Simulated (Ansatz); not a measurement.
```yaml
crystal:
  lattice:
    - [3.87379, 0.00000, 0.00000]
    - [-1.93690, 3.35480, 0.00000]
    - [0.00000, 0.00000, 15.97427]
  atoms:
    - { symbol: Tl, position: [0.00000, 0.00000, 0.00000] }
    - { symbol: Tl, position: [0.66667, 0.33333, 0.33333] }
    - { symbol: Tl, position: [0.33333, 0.66667, 0.66667] }
    - { symbol: S, position: [0.00000, 0.00000, 0.23948] }
    - { symbol: S, position: [0.66667, 0.33333, 0.57282] }
    - { symbol: S, position: [0.33333, 0.66667, 0.90615] }
    - { symbol: S, position: [0.66667, 0.33333, 0.09385] }
    - { symbol: S, position: [0.33333, 0.66667, 0.42718] }
    - { symbol: S, position: [0.00000, 0.00000, 0.76052] }
```

Space group R-3m; built by placing these elements on a known structure type; computed without spin polarisation.

The calculation used DFT, PAW plane waves, r2SCAN (Ansatz 0.2.0).

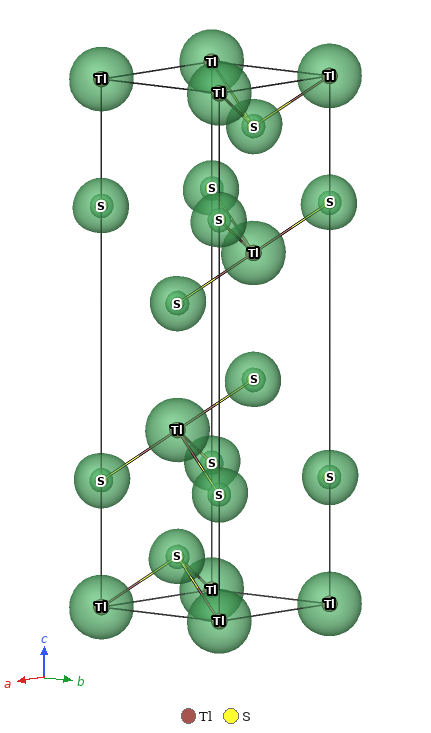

TlS₂. Isosurface of the valence charge density (pseudo) at 0.8 e/Å³ (green), seen at an oblique angle. Sticks mark near contacts.

In a PAW calculation such maps are meaningful between the atoms, not at the nuclei.

Q: How is the density connected at this value?

A: At this value the density breaks into separate islands; it holds about 50 % of the electrons treated as valence (semicore included). It bridges none of the near contacts. It is pinched off along the shortest Tl–S (2.69 Å) contacts. On the grid the lowest density along these lines, outside the cores, is 0.36 e/Å³ (Tl–S, 2.69 Å).
